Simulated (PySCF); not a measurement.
# C3Si2: geometry, coupled-cluster ionisations and excitations

What coupled-cluster ionisations and excitations should C3Si2 (`[Si]=C=C=C=[Si]`) show?

Computed with PySCF 2.14.0, with density-fitted response routines of our own, on a single molecule in the gas phase. Atoms are numbered from 0 throughout.

**1. Starting geometry**

5 atoms, charge 0, multiplicity 1; geometry from: GFN2-xTB.

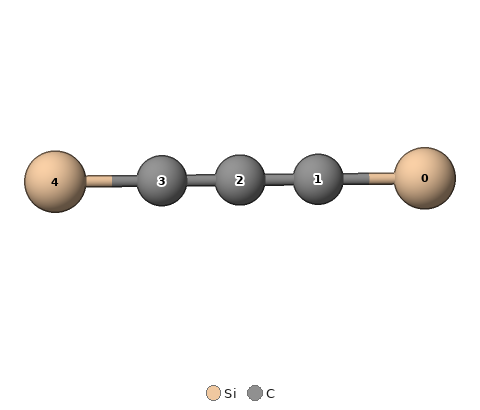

The starting geometry (silicon light orange, carbon grey), atoms numbered; sticks join atoms by distance.

**2. Geometry optimisation at PBE0-D3(BJ)/def2-TZVP**

What the job is given:

```
{"job": {"xc": "PBE0", "basis": "def2-TZVP", "d3": "d3bj", "grid": 2, "kind": "geom"}, "charge": 0, "multiplicity": 1}
Si     0.000000     0.000000    -3.019570
C      0.000000     0.000000    -1.278080
C      0.000000     0.000000    -0.000010
C      0.000000     0.000000     1.278090
Si     0.000000     0.000000     3.019570
```

**Question.** This job is followed by: EOM-CCSD/aug-cc-pVDZ, vertical, frozen core, gas phase. What will the session give for the following? point group; rotational constants (main isotopes); correlation energy, MP2 and CCSD; T1 diagnostic; first ionisation (EOM-IP-CCSD); lowest singlet (EOM-EE-CCSD).

As calculated:

```
                            quantity              value
                         point group                D∞h
rotational constants (main isotopes)     0.95, 0.95 GHz
    correlation energy, MP2 and CCSD  -15.08, -15.37 eV
                       T1 diagnostic             0.0216
      first ionisation (EOM-IP-CCSD)            8.12 eV
        lowest singlet (EOM-EE-CCSD)            1.98 eV
```

The optimisation took 2 steps and gained 0.124 eV; among the close pairs (by a distance rule), Si0–C1 changed most, from 1.741 to 1.681 Å. MP2 recovers 98 % of the CCSD correlation energy. For the hole of the first ionisation, Koopmans' theorem lies 0.03 eV below EOM-IP-CCSD. T1 is over 0.02, so one reference may not be enough.
